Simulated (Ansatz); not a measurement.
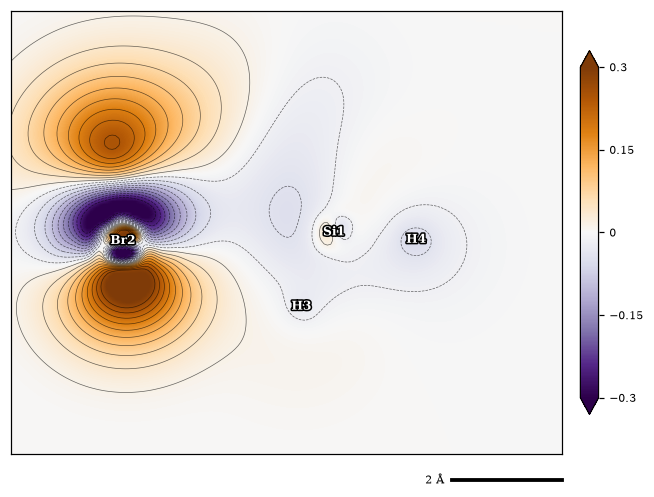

Figure 1: H6Si2···HBr. One frontier orbital on the plane of atoms H3, Si1 and H4 (values in Å⁻³ᐟ²; the overall sign is arbitrary).

Computed with RKS B3LYP-D4/def2-SVP (Ansatz).

```xyz
10

Si   -1.0643    1.0138   -0.0500
Br   -0.8054   -2.7712   -0.8057
H    -1.5973    0.5647   -1.3674
H    -1.1967    2.5003    0.0308
H    -1.8816    0.4093    1.0424
H     0.1913   -3.0142    0.1885
Si    1.2066    0.4200    0.1938
H     1.3514   -0.8263    1.0049
H     1.8467    0.1952   -1.1354
H     1.9494    1.5083    0.8980
```

> Which orbital is it: HOMO or LUMO?

The LUMO, at −0.44 eV. By Hirshfeld shares it lies mainly on Br2 (about 45 %), H6 (about 40 %) and Si7 (about 5 %).
